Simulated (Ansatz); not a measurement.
**Ga$_{3}$N: single-point calculation**

- system: Ga$_{3}$N (4 atoms in the cell)
- method: DFT PBE, scalar-relativistic, plane waves, PAW, no spin polarisation (Ansatz 0.2.0)

The structure was made by a generator, so it may or may not be a known phase.

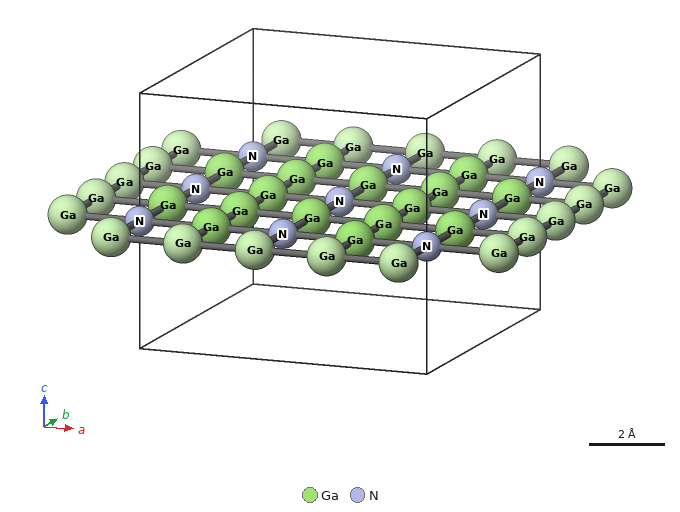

**Figure 1.** The structure (ball-and-stick view of the 2 × 2 repeat of the cell, with the vacuum cut short, seen slightly off an axis; neighbours outside the cell are drawn fainter).

**The input**
```yaml
crystal:
  lattice:
    - [4.12618, 0.0, 0.0]
    - [0.0, 4.12618, 0.0]
    - [0.0, 0.0, 14.0]
  atoms:
    - { symbol: Ga, position: [0.0, 0.5, 0.5] }
    - { symbol: Ga, position: [0.5, 0.0, 0.5] }
    - { symbol: Ga, position: [0.5, 0.5, 0.5] }
    - { symbol: "N", position: [0.0, 0.0, 0.5] }
  periodic: [true, true, false]
basis:
  ecutwfc: 420
kpoints:
  mp_grid: { grid: [4, 4, 1] }
hamiltonian:
  xc: pbe
scf:
  occupations: { method: gaussian, width: 0.1 }
  lower_state_search: "off"
output:
  forces: true
  stress: true
  eigenvalues: true
```

Hardware: 1 thread of Arm Neoverse V1, 24 GiB of memory available, shared host.

Run as:
```bash
ansatz run input.yaml --threads 1 --pin off --max-ram 2048MiB --backend cpu --events-out ev --progress --plain --runs-dir out
```

**Output**
```
Warning: crystal.periodic: the lattice vector that does not repeat stood 0.000° off the slab's normal, 14.000 Å along it as the deck builds it. The run solves the slab on a vector along the normal, 23.800 Å long, with every atom where it was (on the deck's vector they left 14.00 Å outside them, and the widest stretch free of ions among them is 0.00 Å). A fractional position that the run reports is one of the run's cell, which starts as this one, and not of the deck's: it goes into a deck with that cell's vectors. The slab on that cell runs as it stands in a deck that lists each atom with its symbol and moment, types crystal.periodic and leaves out crystal.checkpoint, crystal.saddle_side, crystal.structure_sha256, crystal.space_group, crystal.setting, crystal.reduce_to_primitive, crystal.supercell, crystal.defects and each atom's wyckoff. Where those keys changed the vectors of the plane, lay the indices of each lattice_plane and lattice_line anew on these rows. Along the normal they count this vector already. An outside_sphere can name other atoms there (type this run's as sites). In the order of the run's atom list the slab is: crystal.lattice: [[4.12618, 0.0, 0.0], [0.0, 4.12618, 0.0], [0.0, 0.0, 23.8]]; position: [0.0, 0.49999999999999994, 0.2941176470588235]; position: [0.49999999999999994, 0.0, 0.2941176470588235]; position: [0.49999999999999994, 0.49999999999999994, 0.2941176470588235]; position: [0.0, 0.0, 0.2941176470588235];
crystal.periodic: the lattice vector that does not repeat stood 0.000° off the slab's normal, 14.000 Å along it as the deck builds it. The run solves the slab on a vector along the normal, 23.800 Å long, with every atom where it was (on the deck's vector they left 14.00 Å outside them, and the widest stretch free of ions among them is 0.00 Å). A fractional position that the run reports is one of the run's cell, which starts as this one, and not of the deck's: it goes into a deck with that cell's vectors. The slab on that cell runs as it stands in a deck that lists each atom with its symbol and moment, types crystal.periodic and leaves out crystal.checkpoint, crystal.saddle_side, crystal.structure_sha256, crystal.space_group, crystal.setting, crystal.reduce_to_primitive, crystal.supercell, crystal.defects and each atom's wyckoff. Where those keys changed the vectors of the plane, lay the indices of each lattice_plane and lattice_line anew on these rows. Along the normal they count this vector already. An outside_sphere can name other atoms there (type this run's as sites). In the order of the run's atom list the slab is: crystal.lattice: [[4.12618, 0.0, 0.0], [0.0, 4.12618, 0.0], [0.0, 0.0, 23.8]]; position: [0.0, 0.49999999999999994, 0.2941176470588235]; position: [0.49999999999999994, 0.0, 0.2941176470588235]; position: [0.49999999999999994, 0.49999999999999994, 0.2941176470588235]; position: [0.0, 0.0, 0.2941176470588235];
Engine: ansatz 0.2.0, aarch64-unknown-linux-gnu
Pseudopotentials: kind: paw
Pseudopotential: Ga, paw, valence charge 13, recommended cutoff 420 eV (normal), Ga.paw.azcp
Pseudopotential: N, paw, valence charge 5, recommended cutoff 420 eV (normal), N.paw.azcp
Functional definition: PBE
  parameter kappa = 0.804
  parameter beta = 0.06672455060314922
  exchange = pbe_x(kappa = kappa, mu = beta*pi^2/3)
  correlation = pbe_c(beta = beta)
Crystal: 4 atoms, lattice volume = 405.204 Å³
Basis set: ecut = 420 eV, 7879 PW (Γ), exchange–correlation on 60×60×320 points (8 copies of the dense FFT grid, shifted against one another)
Bands: 27, of which v1, the nominal top of the filled ones, is band 22 counted from 1 (21 counted from 0)
Symmetry: 16 space group operations
Space group: P4/mmm (ITA 123), of the structure as read, at distance tolerance 7.4e-5 Å
k-points: 6 of 16
Non-local potential: Ga, projectors of the file, l = 0: 2, l = 1: 2, l = 2: 3, l = 3: 1
Non-local potential: N, projectors of the file, l = 0: 2, l = 1: 2, l = 2: 1
PAW form: soft (Blöchl's): semilocal exchange-correlation on the pseudo side does not see the compensation charge
PAW one-centre angular grid: Ga, 590 points (default); XC on 64 Gauss nodes
PAW one-centre angular grid: N, 110 points (default); XC on 64 Gauss nodes
Initial density: superposition of atomic densities (neutral atoms: chi_scale 0, normalization atom), corrected by the library's trained network
Initial wavefunctions: pseudopotential atomic-orbital guess
Functional: x = pbe(κ = 0.804, μ = 0.2195149727645171), c = pbe(β = 0.06672455060314922)
SCF iter   1: F=—  HF=-11725.473483 eV  |F-HF|=—  |Δ(HF+E_count)|=         —  Δρ=3.18e-3  dr2=3.92e-2  ethr=1.77e-3  ⟨swp⟩=8.8  Hψ=1037  notcnv=0
preconditioner: auto → LDOS  [metal: Δε(μ)=0.048 eV  Ē_g=15.562 eV  σ=0.100 eV  W_gap=0.26  n_scr=50 (ndim 8)  ℏωp=12.2 eV  f_vac=0.806  D(μ)=7.86/eV (n_scr^D=50)  β→1.0]
SCF iter   2: F=—  HF=-11725.480007 eV  |F-HF|=—  |Δ(HF+E_count)|=   6.52e-3  Δρ=2.48e-3  dr2=2.01e-2  ethr=8.91e-5  ⟨swp⟩=3.2  Hψ=415  notcnv=0  defer=3
SCF iter   3: F=—  HF=-11725.476654 eV  |F-HF|=—  |Δ(HF+E_count)|=   3.35e-3  Δρ=1.48e-3  dr2=1.33e-2  ethr=4.57e-5  ⟨swp⟩=2.7  Hψ=372  notcnv=0  defer=3
SCF iter   4: F=—  HF=-11725.475638 eV  |F-HF|=—  |Δ(HF+E_count)|=   1.02e-3  Δρ=1.23e-3  dr2=1.15e-2  ethr=3.02e-5  ⟨swp⟩=2.8  Hψ=322  notcnv=0  defer=3
SCF iter   5: F=—  HF=-11725.474545 eV  |F-HF|=—  |Δ(HF+E_count)|=   1.09e-3  Δρ=8.76e-4  dr2=5.07e-3  ethr=2.61e-5  ⟨swp⟩=1.5  Hψ=162  notcnv=0  defer=3
SCF iter   6: F=—  HF=-11725.473913 eV  |F-HF|=—  |Δ(HF+E_count)|=   6.32e-4  Δρ=2.34e-4  dr2=3.15e-4  ethr=1.15e-5  ⟨swp⟩=2.3  Hψ=247  notcnv=0  defer=3
SCF iter   7: F=—  HF=-11725.473958 eV  |F-HF|=—  |Δ(HF+E_count)|=   4.51e-5  Δρ=7.90e-5  dr2=3.23e-5  ethr=7.16e-7  ⟨swp⟩=2.7  Hψ=277  notcnv=0  defer=3
SCF iter   8: F=—  HF=-11725.473965 eV  |F-HF|=—  |Δ(HF+E_count)|=   7.43e-6  Δρ=4.72e-5  dr2=1.11e-5  ethr=7.35e-8  ⟨swp⟩=2.8  Hψ=365  notcnv=0  defer=2
SCF iter   9: F=—  HF=-11725.473966 eV  |F-HF|=—  |Δ(HF+E_count)|=   4.50e-7  Δρ=2.98e-5  dr2=3.67e-6  ethr=2.53e-8  ⟨swp⟩=2.5  Hψ=332  notcnv=0  defer=2
SCF iter  10: F=—  HF=-11725.473966 eV  |F-HF|=—  |Δ(HF+E_count)|=   2.32e-8  Δρ=1.25e-5  dr2=7.59e-7  ethr=8.35e-9  ⟨swp⟩=3.0  Hψ=384  notcnv=0  defer=2
SCF iter  11: F=-11725.473966 eV  HF=-11725.473966 eV  |F-HF|=4.92e-8  |Δ(HF+E_count)|=   7.01e-9  Δρ=2.55e-6  dr2=4.76e-8  ethr=2.27e-10  ⟨swp⟩=13.8  Hψ=1237  notcnv=0
SCF 1 converged in 11 iterations: F = -11725.473966 eV  dr2 = 4.76e-8
  greatest PAW one-centre occupation: 0.995 electrons in one spin orbital (limit 2), on the Ga atom at site 0 (counted from 0), in its partial waves of l = 2
```

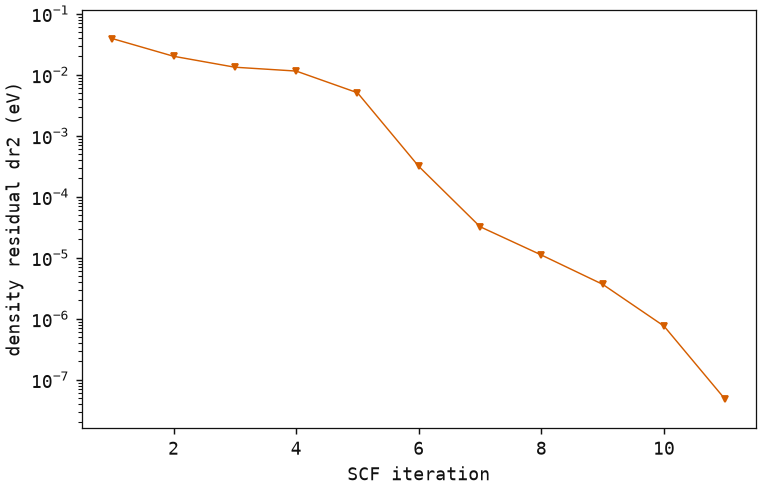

**Figure 2.** Convergence of the self-consistent field: density residual dr2 against the SCF iteration. The residual falls at every step.

```
SCF converged after 11 iterations
Free energy (F): -11725.473966 eV
Harris-Foulkes:  -11725.473966 eV  (|F-HF|=4.92e-8)
Internal energy: -11725.434884 eV  (E = F + TS)
E sigma→0 (E₀):  -11725.454425 eV
Entropy (-TS):   -0.039082 eV (-9.770 meV/atom)
Fermi energy:    -4.376774 eV
--- Per-component energies (eV) ---
  E_band       = -736.539195
  E_kinetic    = 487.044454
  E_local      = -60896.947966  (includes V_loc(G=0)·N_el)
  E_nonlocal   = 1312.742107
  E_hartree    = 29921.914884
  E_xc         = -275.097262
  E_vxc        = -259.760714  (∫ρ·V_xc dr)
  E_paw        = -6076.955552  (= ΣΔE_a)
  E_vpaw       = -1223.421546  (= ΣTr[D̂ρ^β])
  E_aug_tail   = -0.000303  (compensation charges beyond the density's cutoff)
  E_ewald      = 23801.864753
  E_smearing   = -0.039082  (= −TS)
  E_closure    = -0.000000  (closes the sum)
  Σ components = -11725.473966   (vs F -11725.473966, Δ=0.00e0)
--- Forces (eV/Å), atoms counted from 1 ---
  atom   1  Ga     0.00000000     0.00000000     0.00000000
  atom   2  Ga     0.00000000    -0.00000000     0.00000000
  atom   3  Ga     0.00000000    -0.00000000     0.00000000
  atom   4  N     -0.00000000     0.00000000     0.00000000
  max |Σ_I F_I| component: 5.76e-24 eV/Å
--- 2D stress c σ (N/m, compression-positive) ---
       24.039961      -0.000000       0.000000
       -0.000000      24.039961       0.000000
        0.000000       0.000000       0.000000
  P = ½ c Tr σ = 24.0400 N/m
--- Band table (eV; the first three rows and the last of 6) ---
  k-point 0: bands = ["-21.4527", "-21.1939", "-20.9077", "-20.8257", "-20.3903", "-20.3903", "-19.4437", "-19.4437", "-19.4260", "-19.3617", "-19.1671", "-19.1605", "-19.1605", "-19.0537", "-18.6169", "-18.2610", "-11.9397", "-10.1492", "-10.1492", "-8.4295", "-6.0233", "-4.1863", "-4.1863", "-3.9357", "-1.2429 (-1.2431°)", "-0.2189", "0.3626"]
  k-point 1: bands = ["-21.3558", "-20.8672", "-20.7196", "-20.7114", "-20.3838", "-20.2374", "-19.4856", "-19.4679", "-19.4619", "-19.4490", "-19.3405", "-19.2943", "-19.1618", "-19.1256", "-18.8166", "-18.2701", "-13.5722", "-9.6503", "-9.3965", "-7.9148", "-5.7793", "-5.1517", "-4.3834", "-3.5192", "-0.8600 (-0.8600°)", "-0.6480", "0.3606"]
  k-point 2: bands = ["-21.3109", "-20.5619", "-20.4320", "-20.3772", "-20.1289", "-19.9421", "-19.8939", "-19.6957", "-19.6353", "-19.5661", "-19.4544", "-19.4465", "-19.1695", "-19.1631", "-18.9451", "-18.2847", "-14.6464", "-9.0363", "-8.9223", "-7.0086", "-6.5068", "-6.2653", "-5.4490", "-1.1946", "-0.8321", "1.0093", "1.1437"]
  k-point 5: bands = ["-20.3907", "-20.3065", "-19.9860", "-19.9860", "-19.9615", "-19.9156", "-19.9156", "-19.7780", "-19.7635", "-19.7635", "-19.6087", "-19.5494", "-19.4563", "-19.4563", "-19.3934", "-18.6737", "-12.6165", "-12.5839", "-12.5839", "-6.2724", "-3.1554", "-3.0090", "-3.0090", "-2.7698", "-2.7698", "0.6674", "2.7974"]
  ° read free of the cell's end (the report's vacuum.weakly_bound_levels)
```

**Summary**

| quantity | value |
| --- | --- |
| outcome | converged |
| electrons treated | 44 |
| free energy | −11725.4740 eV |
| Fermi energy | −4.377 eV |
| gap on the k-point mesh | none (metallic) |
| largest force (length of the vector) | under 0.001 eV/Å |
| wall time | 7.2 s |
| peak memory | 0.5 GiB |
